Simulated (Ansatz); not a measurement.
Bands of a (8,0) BN nanotube, along its axis.

Calculation: PBE (plane waves to 420 eV, PAW; Ansatz, a first-principles code). Mesh 1×1×8. No spin polarisation. Isolated but for its images some 11 Å away. An idealised model, rolled from the flat sheet. Only distortions within the start's symmetry and period were free.

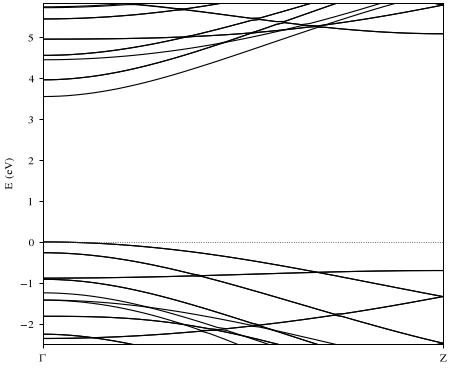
Bands from the zone centre to the zone edge (period 4.34 Å); the dotted line marks the highest filled level

Question: Is it a metal or a semiconductor at this level? Give what the bands show.

Answer: An insulator in PBE.
```
Quantity                 Value
--------  --------------------
PBE gap   3.55 eV, direct at Γ
```
